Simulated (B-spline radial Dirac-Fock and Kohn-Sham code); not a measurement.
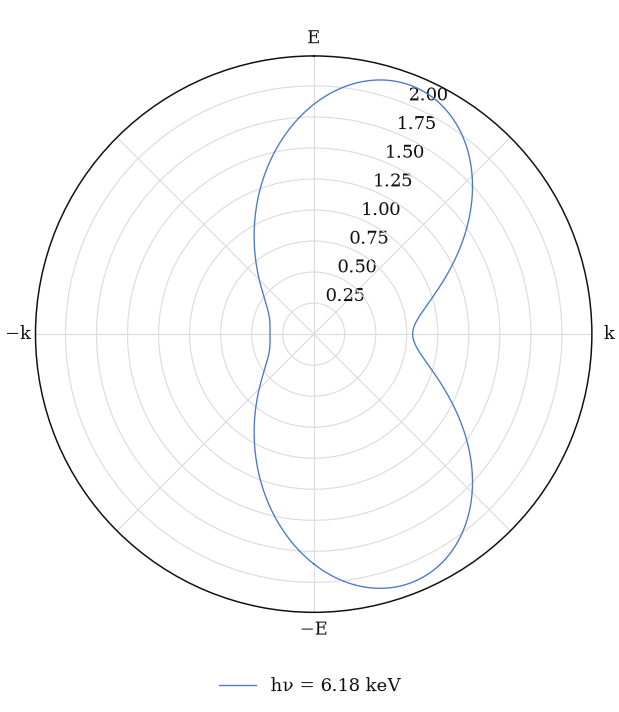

Figure. Angular distribution of photoelectrons from M4 (3d3/2) in the plane of the polarisation E (up) and the photon direction k (right), relative to an isotropic one. The figure is for the ion Pd⁺. Level of theory: a Dirac–Hartree–Slater potential; 1 + βP₂(cos θ) + (δ + γ cos²θ) sin θ cos φ with E1 and E1–E2 terms; calculated with a radial B-spline solver. Open shells are averaged over j.

What can be read from it?

At 6.18 keV, β = 0.851, γ = 1.230 and δ = 0.223. At 6.18 keV the emission 45° forward of E is 2.9 times that 45° backward, and the lobe peaks 22° from E towards k.
